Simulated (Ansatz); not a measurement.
# Ge(CF3)H3 (CH₃F₃Ge): a spread of methods and bases

Aim: run Ge(CF3)H3 (CH₃F₃Ge) under a spread of inputs, and see what each costs and gives.

The runs use Ansatz 0.2.0, Gaussian basis; the settings change from run to run.

## 1. The molecule

An earlier PBE0-D4/def2-SVP relaxation fixed the geometry.

8 atoms, charge 0, spin multiplicity 1.

Atoms are counted from 1 here; the program's logs count them from 0.

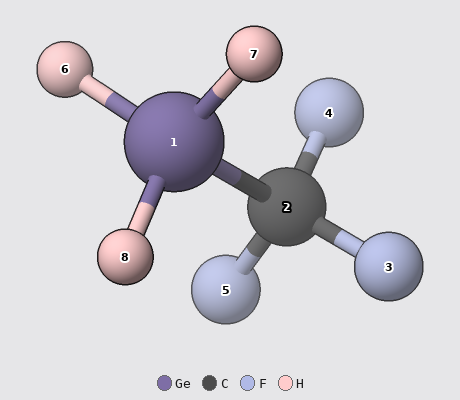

The geometry (germanium purple, carbon dark grey, fluorine light blue, hydrogen pink); atoms are numbered from 1 in the order of the file.

## 2. wB97X/def2-SVPD

in.yaml reads:

```yaml
crystal:
  periodic: [false, false, false]
  atoms:
    - {symbol: Ge, position_ang: [-0.002335, 0.002997, -1.009122]}
    - {symbol: C, position_ang: [0.002260, -0.003073, 0.986169]}
    - {symbol: F, position_ang: [-1.237825, 0.101432, 1.481144]}
    - {symbol: F, position_ang: [0.715730, 1.017576, 1.479174]}
    - {symbol: F, position_ang: [0.532319, -1.132296, 1.473564]}
    - {symbol: H, position_ang: [1.457810, -0.044507, -1.473802]}
    - {symbol: H, position_ang: [-0.691569, 1.294367, -1.464679]}
    - {symbol: H, position_ang: [-0.776401, -1.236497, -1.472448]}
basis:
  gaussian: {orbitals: def2-SVPD}
hamiltonian: {xc: {name: wB97X}}
scf: {omitted_lower_state_checks: [starts]}
output: {forces: true}
```

Command:

```bash
ansatz run in.yaml --threads 4 --pin off --events-out ev --progress --plain --max-ram 3916MiB
```

Standard output (excerpt; [...] marks lines left out):

```text
Functional definition: wB97X
  name "wB97X"
  cite "Chai & Head-Gordon, J. Chem. Phys. 128, 084106 (2008) doi:10.1063/1.2834918"
  cite "Becke, J. Chem. Phys. 107, 8554 (1997) doi:10.1063/1.475007"
[...]
  # The coefficients of nought are those of the uniform gas.
[...]
      + exact_x_lr(omega)
[...]
      + integral(e_c_pw_opposite_spin*poly(b97_u_opposite, 1, cos1, cos2, cos3, cos4))
[...]
1341 factors; their error is unknown
466 factors; integrals over basis functions are off by at most 1.3e-5 eV
[...]
mean field -65740.13810863 eV, -2415.9055152261 hartree, gradient 1.9e-5 eV, S^2 0.000000; 0 other end points of the search recorded, 0 dependent functions left out
[...]
reference -65740.13807027 eV, -2415.9055138165 hartree; 34, 34 occupied and 117, 117 virtual orbitals, 1341 factors
Total energy: -65740.13807027 eV, -2415.9055138165 hartree
Atom 0 at    -0.002335     0.002997    -1.009122 Å, force    -0.000532     0.000492    -0.261449 eV/Å
Atom 1 at     0.002260    -0.003073     0.986169 Å, force    -0.001316     0.003253    -0.630889 eV/Å
Atom 2 at    -1.237825     0.101432     1.481144 Å, force    -0.344577     0.025348     0.247072 eV/Å
Atom 3 at     0.715730     1.017576     1.479174 Å, force     0.195484     0.284641     0.246715 eV/Å
Atom 4 at     0.532319    -1.132296     1.473564 Å, force     0.150641    -0.313076     0.244626 eV/Å
Atom 5 at     1.457810    -0.044507    -1.473802 Å, force    -0.069487    -0.000657     0.051455 eV/Å
Atom 6 at    -0.691569     1.294367    -1.464679 Å, force     0.035335    -0.060260     0.051037 eV/Å
Atom 7 at    -0.776401    -1.236497    -1.472448 Å, force     0.034452     0.060259     0.051433 eV/Å
Dipole moment:    -0.001089     0.001305    -0.465493 e Å
Checks for a lower state left out: starts
```

Run time: 8 s. Hardware: 4 threads of Arm Neoverse N1, shared host.

Largest force 0.631 eV/Å, dipole 2.24 D.

## 3. wB97/STO-3G

Options: unrestricted orbitals, finite nuclei, high accuracy.

in.yaml: that of step 2 with these lines changed.

```diff
@@ -12,5 +12,5 @@
 basis:
-  gaussian: {orbitals: def2-SVPD}
-hamiltonian: {xc: {name: wB97X}}
-scf: {omitted_lower_state_checks: [starts]}
-output: {forces: true}
+  gaussian: {orbitals: STO-3G, nuclear_model: gaussian}
+magnetization: {spin_polarized: true, initial_magnetization: 0}
+hamiltonian: {xc: {name: wB97}}
+accuracy: high
```

Same command.

Standard output (excerpt; [...] marks lines left out):

```text
Functional definition: wB97
  name "wB97"
  cite "Chai & Head-Gordon, J. Chem. Phys. 128, 084106 (2008) doi:10.1063/1.2834918"
  cite "Becke, J. Chem. Phys. 107, 8554 (1997) doi:10.1063/1.475007"
[...]
  # The coefficients of nought are those of the uniform gas.
[...]
      + integral(e_c_pw_opposite_spin*poly(b97_u_opposite, 1, cos1, cos2, cos3, cos4))
767 factors; integrals over basis functions are off by at most 5.4e-9 eV
283 factors; integrals over basis functions are off by at most 1.1e-9 eV
[...]
mean field -64974.34043301 eV, -2387.7629697232 hartree, gradient 5.9e-8 eV, S^2 0.000000; 0 other end points of the search recorded, 0 dependent functions left out
reference -64974.34043253 eV, -2387.7629697057 hartree; 34, 34 occupied and 7, 7 virtual orbitals, 767 factors
Total energy: -64974.34043253 eV, -2387.7629697057 hartree
```

Run time: 11 s. Hardware: 4 threads of Arm Neoverse N1, shared host; peak memory 0.64 GiB.

⟨S²⟩ 0.000.

## 4. SPW92/cc-pVTZ-DK

This run has a grid of angular degree 23.

in.yaml: that of step 3 with these lines changed.

```diff
@@ -12,5 +12,4 @@
 basis:
-  gaussian: {orbitals: STO-3G, nuclear_model: gaussian}
-magnetization: {spin_polarized: true, initial_magnetization: 0}
-hamiltonian: {xc: {name: wB97}}
-accuracy: high
+  gaussian: {orbitals: cc-pVTZ-DK, final_grid: {core_spheres: 8, valence_spheres: 7, degree: 23}}
+hamiltonian: {xc: {name: SPW92}}
+scf: {omitted_lower_state_checks: [starts]}
```

Launched as before.

Standard output:

```text
Functional definition: SPW92
  name "SPW92"
  cite "Dirac, Proc. Camb. Phil. Soc. 26, 376 (1930) doi:10.1017/S0305004100016108"
  cite "Slater, Phys. Rev. 81, 385 (1951) doi:10.1103/PhysRev.81.385"
  cite "Perdew & Wang, Phys. Rev. B 45, 13244 (1992) doi:10.1103/PhysRevB.45.13244"
  exchange = slater_x
  correlation = pw_c
these checks for a lower state are left out or cut short: starts
1156 factors; their error is unknown
mean field evaluation 1: about -66205.9336 eV, gradient 4.1e1 eV
mean field evaluation 2: about -66204.3526 eV, gradient 5.7e1 eV
mean field evaluation 4: about -66208.0170 eV, gradient 2.4e0 eV
mean field evaluation 8: about -66207.9833 eV, gradient 1.6e-2 eV
mean field -66207.98335021 eV, -2433.0985107373 hartree, gradient 8.7e-5 eV, S^2 0.000000; 0 other end points of the search recorded, 0 dependent functions left out
reference -66207.98338537 eV, -2433.0985120293 hartree; 34, 34 occupied and 171, 171 virtual orbitals, 1156 factors
Total energy: -66207.98338537 eV, -2433.0985120293 hartree
Relativity: scalar
Checks for a lower state left out: starts
```

It took 1.2 s on 4 threads of Arm Neoverse N1, shared host.

## 5. wB97/def2-SVP

Options: coordinates scaled by 1.25, the search for lower states set to full.

in.yaml reads:

```yaml
crystal:
  periodic: [false, false, false]
  atoms:
    - {symbol: Ge, position_ang: [-0.002918, 0.003747, -1.261402]}
    - {symbol: C, position_ang: [0.002825, -0.003841, 1.232711]}
    - {symbol: F, position_ang: [-1.547281, 0.126790, 1.851430]}
    - {symbol: F, position_ang: [0.894663, 1.271970, 1.848968]}
    - {symbol: F, position_ang: [0.665399, -1.415370, 1.841954]}
    - {symbol: H, position_ang: [1.822262, -0.055634, -1.842253]}
    - {symbol: H, position_ang: [-0.864462, 1.617959, -1.830848]}
    - {symbol: H, position_ang: [-0.970501, -1.545621, -1.840560]}
basis:
  gaussian: {orbitals: def2-SVP}
hamiltonian: {xc: {name: wB97}}
scf: {lower_state_search: full}
output: {forces: true}
```

The command is unchanged.

Standard output (excerpt; [...] marks lines left out):

```text
Functional definition: wB97
  name "wB97"
  cite "Chai & Head-Gordon, J. Chem. Phys. 128, 084106 (2008) doi:10.1063/1.2834918"
  cite "Becke, J. Chem. Phys. 107, 8554 (1997) doi:10.1063/1.475007"
[...]
  # The coefficients of nought are those of the uniform gas.
[...]
      + integral(e_c_pw_opposite_spin*poly(b97_u_opposite, 1, cos1, cos2, cos3, cos4))
1127 factors; their error is unknown
284 factors; integrals over basis functions are off by at most 2.9e-5 eV
[...]
mean field -65734.85209599 eV, -2415.7112578446 hartree, gradient 2.6e-5 eV, S^2 0.000000; 0 other end points of the search recorded, 0 dependent functions left out
[...]
reference -65734.85208807 eV, -2415.7112575533 hartree; 34, 34 occupied and 69, 69 virtual orbitals, 1127 factors
Total energy: -65734.85208807 eV, -2415.7112575533 hartree
Atom 0 at    -0.002918     0.003747    -1.261402 Å, force    -0.000760     0.001633    -0.381490 eV/Å
Atom 1 at     0.002825    -0.003841     1.232711 Å, force     0.007136    -0.007940     3.040878 eV/Å
Atom 2 at    -1.547281     0.126790     1.851430 Å, force     5.914970    -0.500390    -2.088065 eV/Å
Atom 3 at     0.894663     1.271970     1.848968 Å, force    -3.402882    -4.867691    -2.078483 eV/Å
Atom 4 at     0.665399    -1.415370     1.841954 Å, force    -2.526563     5.385717    -2.052110 eV/Å
Atom 5 at     1.822262    -0.055634    -1.842253 Å, force    -3.172124     0.101639     1.193997 eV/Å
Atom 6 at    -0.864462     1.617959    -1.830848 Å, force     1.498804    -2.805962     1.174161 eV/Å
Atom 7 at    -0.970501    -1.545621    -1.840560 Å, force     1.681420     2.692995     1.191113 eV/Å
Dipole moment:    -0.002740     0.003426    -1.180442 e Å
```

It took 4.1 s on 4 threads of Arm Neoverse N1, shared host.

Largest force 6.293 eV/Å, dipole 5.67 D.

## 6. All runs side by side

```
           level  charge  multiplicity  geometry  functions  energy (eV)   time
 wB97X/def2-SVPD       0             1   relaxed        151   -65740.138    8 s
     wB97/STO-3G       0             1   relaxed         41   -64974.340   11 s
SPW92/cc-pVTZ-DK       0             1   relaxed        205   -66207.983  1.2 s
   wB97/def2-SVP       0             1    scaled        103   -65734.852  4.1 s
```

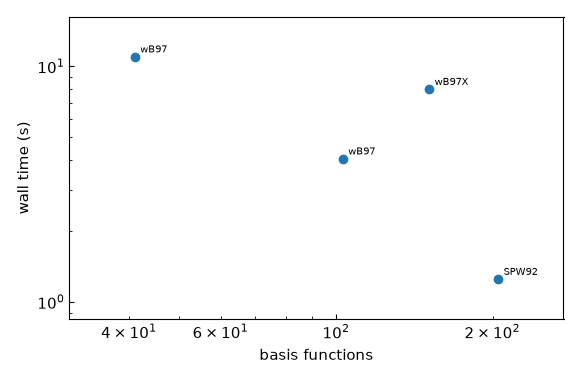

Wall time against the number of basis functions (shared host).

## 7. Outcome

| quantity | value |
| --- | --- |
| runs | 4 |
| quickest | SPW92/cc-pVTZ-DK, 1.2 s |
| slowest | wB97/STO-3G, 11 s |
| spread of total energies, same state and geometry | 1233.6 eV |

wB97/STO-3G took 9 times as long as SPW92/cc-pVTZ-DK. The jobs differ in tasks and options as well as level. The totals spread over 1234 eV; they can't be compared across methods or bases. Some of these runs are scalar-relativistic and others not, which shifts the totals of all-electron atoms past neon by eV; core potentials, where a basis has them, take the core out of the total altogether. At the PBE0-D4/def2-SVP geometry and in the same state, runs without warnings or point charges leave forces up to 0.63 eV/Å (wB97X/def2-SVPD), against 6.3 eV/Å where the atoms were moved.
